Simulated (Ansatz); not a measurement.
# doublet [Si4H10]+: levels of theory compared

Aim: a comparison of 6 runs (U-r2SCAN/6-31G*, UB3LYP/6-31G*, UBHLYP/6-31G*, UPBE/6-31G*, UCCSD/6-31G*, UCCSD(T)/6-31G*) of doublet [Si4H10]+. 

Program for the calculation: Ansatz 0.2.0.

37 further runs of the same task are left out: 3 that didn't finish, 34 set aside as unsound or not needed.

## Step 1: Starting point

The species is [Si4H10]+ (14 atoms), meant as a doublet with charge +1. SMILES of the parent species: `[SiH3][SiH]([SiH3])[SiH3]`. The shape is that of a PBE0-D4/def2-TZVP optimisation. That shape belongs to the parent species and isn't relaxed for this state.

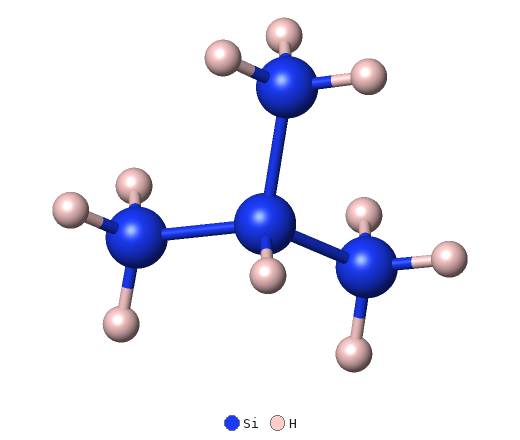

Viewed from a chosen angle; silicon blue, hydrogen pink.

## Step 2: The energy at U-r2SCAN/6-31G(d) (spherical functions) (run 1)

Input file run.yaml:

```yaml
crystal:
  periodic: [false, false, false]
  atoms:
    - symbol: Si
      position_ang: [-1.586600, 0.449770, -1.468220]
    - symbol: Si
      position_ang: [-0.437700, -0.033320, 0.509060]
    - symbol: Si
      position_ang: [1.124000, 1.651140, 0.941090]
    - symbol: Si
      position_ang: [0.660040, -2.085920, 0.297480]
    - symbol: H
      position_ang: [-2.588800, -0.607930, -1.768740]
    - symbol: H
      position_ang: [-2.287510, 1.758070, -1.365710]
    - symbol: H
      position_ang: [-0.615640, 0.517850, -2.593590]
    - symbol: H
      position_ang: [-1.409520, -0.107160, 1.639330]
    - symbol: H
      position_ang: [2.091010, 1.722300, -0.187470]
    - symbol: H
      position_ang: [1.875310, 1.366450, 2.193260]
    - symbol: H
      position_ang: [0.452630, 2.971990, 1.075490]
    - symbol: H
      position_ang: [1.404530, -2.417500, 1.542160]
    - symbol: H
      position_ang: [1.628750, -2.008150, -0.829180]
    - symbol: H
      position_ang: [-0.310500, -3.177580, 0.015050]
basis:
  gaussian:
    orbitals: 6-31G_st_-spherical.json
total_charge: 1
magnetization:
  spin_polarized: true
  initial_magnetization: 1
hamiltonian:
  xc: {name: r2SCAN}
accuracy: high
output: {orbitals: {seedname: orbitals}}
```

The basis set 6-31G* is read from a file made from the Basis Set Exchange's data (not shown).

The run is started by

```
$ ansatz run run.yaml --threads 1 --pin off --max-ram 3480MiB --events-out events.jsonl --progress --plain --runs-dir runs
```

The program printed:

```text
Warning: RAYON_NUM_THREADS=1 ignored (pool sized by the plan → 1); use --threads N
Functional definition: r2SCAN
  name "r2SCAN"
  parameter k0 = 0.174
  parameter k1 = 0.065
  parameter a1 = 4.9479
  exchange = r2scan_x(k0 = k0, k1 = k1, a1 = a1)
  correlation = r2scan_c
2155 factors; integrals over basis functions are off by at most 8.4e-9 eV
mean field evaluation 1: about -31657.3013 eV, gradient 1.0e1 eV
mean field evaluation 2: about -31657.0883 eV, gradient 1.2e1 eV
mean field evaluation 4: about -31658.1373 eV, gradient 4.8e0 eV
mean field evaluation 8: about -31658.3418 eV, gradient 2.1e0 eV
mean field evaluation 16: about -31658.3697 eV, gradient 1.1e-1 eV
mean field evaluation 32: about -31658.3698 eV, gradient 1.0e-6 eV
mean field evaluation 64: about -31658.1959 eV, gradient 3.6e0 eV
mean field evaluation 96: about -31657.7753 eV, gradient 6.8e0 eV
mean field -31658.36980638 eV, -1163.4236315708 hartree, gradient 2.1e-8 eV, S^2 0.755997; 6 other end points of the search recorded, 0 dependent functions left out
reference -31658.36980967 eV, -1163.4236316914 hartree; 33, 32 occupied and 59, 60 virtual orbitals, 2155 factors
Total energy: -31658.36980967 eV, -1163.4236316914 hartree
```

Run time: 97 s. Hardware: 1 thread of Intel Xeon 6975P-C (Granite Rapids), shared host; peak memory 0.63 GiB.

## Step 3: The energy at UB3LYP/6-31G(d) (spherical functions) (run 2)

Input file job.yaml:

```yaml
crystal:
  periodic: [false, false, false]
  atoms:
    - symbol: Si
      position_ang: [-1.586600, 0.449770, -1.468220]
    - symbol: Si
      position_ang: [-0.437700, -0.033320, 0.509060]
    - symbol: Si
      position_ang: [1.124000, 1.651140, 0.941090]
    - symbol: Si
      position_ang: [0.660040, -2.085920, 0.297480]
    - symbol: H
      position_ang: [-2.588800, -0.607930, -1.768740]
    - symbol: H
      position_ang: [-2.287510, 1.758070, -1.365710]
    - symbol: H
      position_ang: [-0.615640, 0.517850, -2.593590]
    - symbol: H
      position_ang: [-1.409520, -0.107160, 1.639330]
    - symbol: H
      position_ang: [2.091010, 1.722300, -0.187470]
    - symbol: H
      position_ang: [1.875310, 1.366450, 2.193260]
    - symbol: H
      position_ang: [0.452630, 2.971990, 1.075490]
    - symbol: H
      position_ang: [1.404530, -2.417500, 1.542160]
    - symbol: H
      position_ang: [1.628750, -2.008150, -0.829180]
    - symbol: H
      position_ang: [-0.310500, -3.177580, 0.015050]
basis:
  gaussian: {orbitals: 6-31G_st_-spherical.json}
total_charge: 1
magnetization: {spin_polarized: true, initial_magnetization: 1}
hamiltonian: {xc: {name: B3LYP}}
accuracy: high
output: {orbitals: {seedname: orbitals}}
```

The basis set 6-31G* is read from a file made from the Basis Set Exchange's data (not shown).

The run is started by

```
$ ansatz run job.yaml --threads 1 --pin off --max-ram 3480MiB --events-out events.jsonl --progress --plain --runs-dir runs
```

The program printed:

```text
Warning: RAYON_NUM_THREADS=1 ignored (pool sized by the plan → 1); use --threads N
Functional definition: B3LYP
  name "B3LYP"
  parameter a0 = 0.2
  parameter ax = 0.72
  parameter ac = 0.81
  exchange = (1 - a0 - ax)*slater_x + ax*b88_x + a0*exact_x
  correlation = (1 - ac)*vwn_rpa_c + ac*lyp_c
2155 factors; integrals over basis functions are off by at most 8.4e-9 eV
mean field evaluation 1: about -31662.5490 eV, gradient 1.0e1 eV
mean field evaluation 2: about -31663.2314 eV, gradient 5.8e0 eV
mean field evaluation 4: about -31663.5108 eV, gradient 4.4e-1 eV
mean field evaluation 8: about -31663.7585 eV, gradient 9.8e-2 eV
mean field evaluation 16: about -31663.7595 eV, gradient 3.7e-2 eV
mean field evaluation 32: about -31663.7606 eV, gradient 1.6e-8 eV
mean field evaluation 64: about -31663.0117 eV, gradient 4.1e0 eV
mean field -31663.76062817 eV, -1163.6217406175 hartree, gradient 1.6e-8 eV, S^2 0.754197; 5 other end points of the search recorded, 0 dependent functions left out
reference -31663.76068317 eV, -1163.6217426385 hartree; 33, 32 occupied and 59, 60 virtual orbitals, 2155 factors
Total energy: -31663.76068317 eV, -1163.6217426385 hartree
```

It took 61 s on 1 thread of Intel Xeon 6975P-C (Granite Rapids), shared host; peak memory 0.64 GiB.

Runs 3 to 5 aren't shown in full; the table further down has their settings and results.

## Step 4: The energy at UCCSD(T)/6-31G(d) (spherical functions) (run 6)

job.yaml: that of step 3 with these lines changed.

```diff
@@ -32,7 +32,13 @@
 basis:
-  gaussian: {orbitals: 6-31G_st_-spherical.json}
+  gaussian:
+    orbitals: 6-31G_st_-spherical.json
+correlation:
+  method: ccsd_t
+  frozen_orbitals: {H: 0, Si: 5}
+scf:
+  omitted_lower_state_checks: [cluster_reference, increment]
+accuracy: high
 total_charge: 1
-magnetization: {spin_polarized: true, initial_magnetization: 1}
-hamiltonian: {xc: {name: B3LYP}}
-accuracy: high
-output: {orbitals: {seedname: orbitals}}
+magnetization:
+  spin_polarized: true
+  initial_magnetization: 1
```

The basis set 6-31G* is read from a file made from the Basis Set Exchange's data (not shown).

The run is started by

```
$ ansatz run job.yaml --threads 1 --pin off --max-ram 3480MiB --events-out events.jsonl --progress --plain --runs-dir runs
```

The program printed:

```text
Warning: RAYON_NUM_THREADS=1 ignored (pool sized by the plan → 1); use --threads N
[... 15 lines left out ...]
20 core orbitals not correlated: weight in the atoms' cores, before any rotation towards them, 1.000 or more for the frozen orbitals, at most 0.000 for the correlated occupied ones
[... 39 lines left out ...]
Total energy: -31606.63360617 eV, -1161.5223612810 hartree
Checks for a lower state left out: cluster_reference, increment
```

Run time: 55 s. Hardware: 1 thread of Intel Xeon 6975P-C (Granite Rapids), shared host; peak memory 0.86 GiB.

## Step 5: All runs side by side

```
run                                  level  frozen core orbitals   energy (Eh)  HOMO energy (eV)   ⟨S²⟩  wall time
  1  U-r2SCAN/6-31G* (spherical functions)                     –  -1163.423632            -12.13  0.756       97 s
  2    UB3LYP/6-31G* (spherical functions)                     –  -1163.621743            -12.66  0.754       61 s
  3    UBHLYP/6-31G* (spherical functions)                     –  -1163.523504            -13.78  0.761       69 s
  4      UPBE/6-31G* (spherical functions)                     –  -1162.915024            -11.82  0.752       54 s
  5     UCCSD/6-31G* (spherical functions)                    20  -1161.510415                 –  0.767       48 s
  6  UCCSD(T)/6-31G* (spherical functions)                    20  -1161.522361                 –  0.767       55 s
```

## Step 6: Results

| quantity | value |
| --- | --- |
| run 6: total energy | -1161.52236 Eh |
| run 6: correlation energy (20 core orbitals frozen) | -399.8 mEh |
| run 6: (T) correction | -11.95 mEh |
| run 6: ⟨S²⟩ of the reference determinant | 0.767 |
| run 6: T1 diagnostic | 0.023 |

Totals of different functionals can't be ranked against each other. All runs together took 6.4 min, the longest 97 s.
